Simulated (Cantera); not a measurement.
A closed system holds: 1 mol MgF2, 1.2 mol O2, 11 mol H2, held at 0.00323 Torr.

These are equilibrium values from Cantera (NASA tables, ideal gas, pure condensed phases), not measurements of a reactor. Candidate condensed phases: H2O, Mg, MgF2, MgO, Mg(OH)2; 31 gas species. Equilibrium is a limit: real reactors are often held back by kinetics, nucleation or transport.

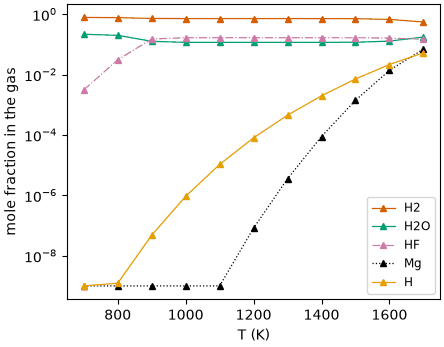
Figure. Equilibrium gas composition (values under 1e-9 drawn at 1e-9)

Question: Read off the mole fractions at 1700 K.

Answer: H2 about 0.55, H2O about 0.18, HF about 0.15, Mg about 0.070, H about 0.053.
